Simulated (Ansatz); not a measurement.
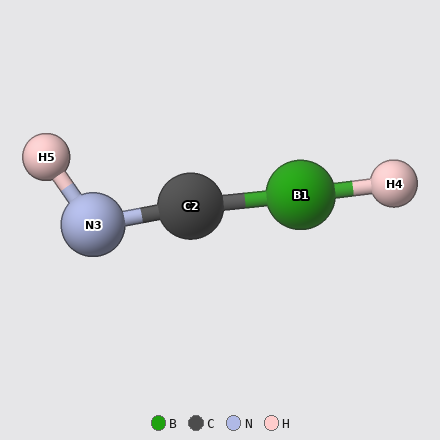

The system is CH2BN, SMILES B=C=N; the picture shows the reference structure. 
- Coordinates scanned: (1) bond length B1–C2; (2) bond length B1–H4.
- Nothing is relaxed (all other coordinates rigid).
- The grid has 15 × 15 points.
- Points are written as (first, second).
- Energies: kJ/mol, counted from the relaxed molecule at the same level.
- The reference is spin-restricted, which grows unreliable where a bond is stretched far.
- The calculation used RKS CAM-B3LYP-D4/def2-TZVP (Ansatz 0.2.0).

Its coordinates:

```yaml
atoms:
  - { symbol: B, position_ang: [-0.7276, 0.5756, -0.7436] }
  - { symbol: C, position_ang: [0.0246, -0.2243, 0.0804] }
  - { symbol: N, position_ang: [0.6388, -1.0237, 0.7929] }
  - { symbol: H, position_ang: [-1.3527, 1.2723, -1.4372] }
  - { symbol: H, position_ang: [1.4170, -0.6000, 1.3074] }
```

Range: bond length B1–C2 from 1.126 to 2.059 Å; bond length B1–H4 from 0.979 to 1.515 Å.

**What landscape does the calculation give?**

The lowest grid point is at (1.392 Å, 1.170 Å), 0.9 kJ/mol from the relaxed molecule at the same level. No other kind of well shows on this grid. The highest grid point, (2.059 Å, 1.515 Å), lies 525 kJ/mol above the lowest. Round the minimum the two coordinates are nearly uncoupled.

| bond length B1–H4 ↓, bond length B1–C2 → | 1.126 | 1.192 | 1.259 | 1.326 | 1.392 | 1.459 | 1.526 | 1.592 | 1.659 | 1.726 | 1.792 | 1.859 | 1.926 | 1.993 | 2.059 |
| --- | --- | --- | --- | --- | --- | --- | --- | --- | --- | --- | --- | --- | --- | --- | --- |
| 1.515 | 334 | 209 | 136 | 103 | 98 | 114 | 143 | 182 | 227 | 276 | 327 | 379 | 430 | 479 | 526 |
| 1.476 | 318 | 193 | 120 | 87 | 82 | 97 | 127 | 165 | 211 | 260 | 311 | 362 | 414 | 463 | 510 |
| 1.438 | 303 | 178 | 105 | 72 | 67 | 82 | 112 | 150 | 196 | 245 | 296 | 347 | 399 | 448 | 495 |
| 1.400 | 289 | 164 | 91 | 58 | 53 | 68 | 97 | 136 | 182 | 231 | 281 | 333 | 384 | 434 | 481 |
| 1.361 | 276 | 150 | 77 | 44 | 39 | 54 | 84 | 122 | 168 | 217 | 268 | 320 | 371 | 421 | 468 |
| 1.323 | 264 | 139 | 66 | 32 | 27 | 42 | 72 | 110 | 156 | 205 | 256 | 308 | 359 | 409 | 457 |
| 1.285 | 254 | 128 | 55 | 22 | 17 | 32 | 62 | 100 | 146 | 195 | 246 | 298 | 349 | 399 | 447 |
| 1.247 | 246 | 120 | 47 | 14 | 9 | 24 | 53 | 92 | 138 | 187 | 238 | 290 | 342 | 392 | 439 |
| 1.208 | 240 | 115 | 42 | 8 | 3 | 18 | 48 | 87 | 132 | 182 | 233 | 285 | 336 | 386 | 434 |
| 1.170 | 238 | 113 | 39 | 6 | 1 | 16 | 46 | 84 | 130 | 180 | 230 | 283 | 334 | 385 | 432 |
| 1.132 | 239 | 114 | 41 | 7 | 2 | 18 | 47 | 86 | 132 | 181 | 232 | 284 | 336 | 386 | 434 |
| 1.093 | 245 | 120 | 47 | 14 | 9 | 24 | 54 | 92 | 138 | 188 | 239 | 291 | 343 | 393 | 441 |
| 1.055 | 257 | 132 | 59 | 25 | 21 | 36 | 65 | 104 | 150 | 200 | 251 | 303 | 355 | 406 | 453 |
| 1.017 | 275 | 150 | 77 | 44 | 39 | 54 | 84 | 123 | 169 | 219 | 270 | 322 | 374 | 425 | 473 |
| 0.979 | 300 | 176 | 103 | 70 | 65 | 81 | 111 | 150 | 196 | 245 | 297 | 349 | 401 | 452 | 500 |

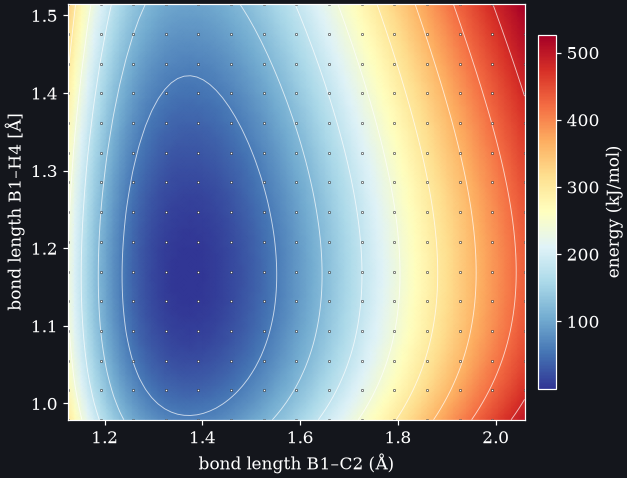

Drawn: a smooth colour map with a few white contour lines, dots at the grid points. Between grid points the surface is interpolated.

Time for the 225 points that were run: 9.8 min on 1 thread of Intel(R) Xeon(R) Platinum 8375C CPU @ 2.90GHz (Ice Lake), with other jobs on the host.
